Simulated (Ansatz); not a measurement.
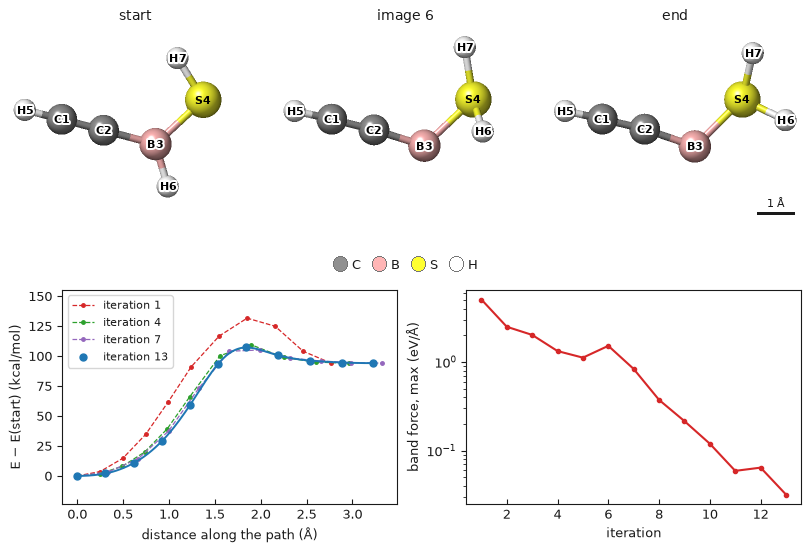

A nudged-elastic-band calculation for C$_{2}$H$_{3}$BS. Images are numbered from 0 (start) to 10 (end). The plot follows the band through its iterations. A ball-and-stick model, seen at a tilt.

The calculation used Ansatz 0.2.0, RKS B3LYP/def2-SVP. Run with 9 movable images; climbing image; force threshold 0.05 eV/Å; iteration limit 60; starting path through a guess of the saddle point.

Judge this run.

The result is final at these settings. The band converged in 13 iterations. The largest component of the band force went from 5.1 to 0.032 eV/Å. The climbing image converged on the top of the path. Its vibrational analysis gives one imaginary mode (1287i cm⁻¹), as a transition state must have. The first iteration put the highest image at 131.7 kcal/mol. Forward barrier 107.2 kcal/mol, backward barrier 13.1 kcal/mol, with image 6 at the top; the reaction energy is +94.2 kcal/mol.
